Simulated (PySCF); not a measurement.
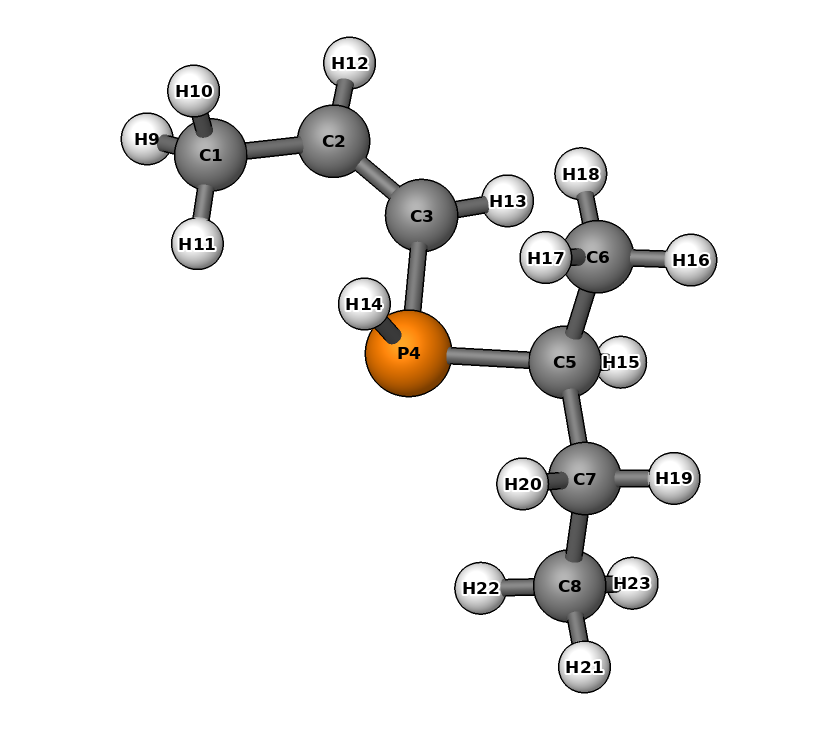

Every bond is drawn as one stick. Computed geometry: GFN2-xTB optimisation. No frequency run is at hand to confirm it as a minimum. Computed with PBE0/pcSseg-1 (PySCF 2.14.0).

### Which bond between heavy atoms has the highest Mayer bond order?

C2–C3, 1.92, at a length of 1.327 Å.

List the Mayer bond orders of C1–C2, C2–C3, C3–P4, P4–C5, C5–C6, C5–C7, C7–C8 (bonds between heavy atoms, one of each equivalent set).

```tsv
bond	Mayer order	length (Å)
C1–C2	1.07	1.490
C2–C3	1.92	1.327
C3–P4	0.96	1.819
P4–C5	0.95	1.875
C5–C6	1.03	1.526
C5–C7	1.00	1.530
C7–C8	1.06	1.522
```

The geometry is semi-empirical. Around P such bond lengths and angles can be off by a tenth of an ångström or more and by several degrees, and values that hang on the shape move with them.
